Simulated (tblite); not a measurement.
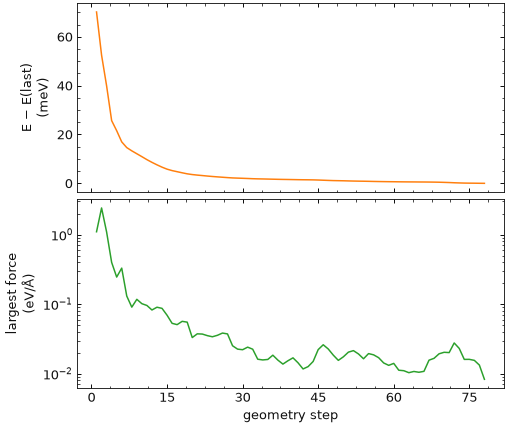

History of a geometry optimisation.

C₅H₉NSi (SMILES C=C(C#N)CC[SiH3]); GFN2-xTB geometry optimisation, gas phase in tblite.

How did the optimisation end?

Answer. The optimisation met its thresholds at geometry 78, counting the start as the first. The energy fell by about 70 meV from the first step to the last. The largest force goes from about 1.1 eV/Å at the start to 8 × 10⁻³ eV/Å at the end, with a peak of 2.4 eV/Å at step 2.
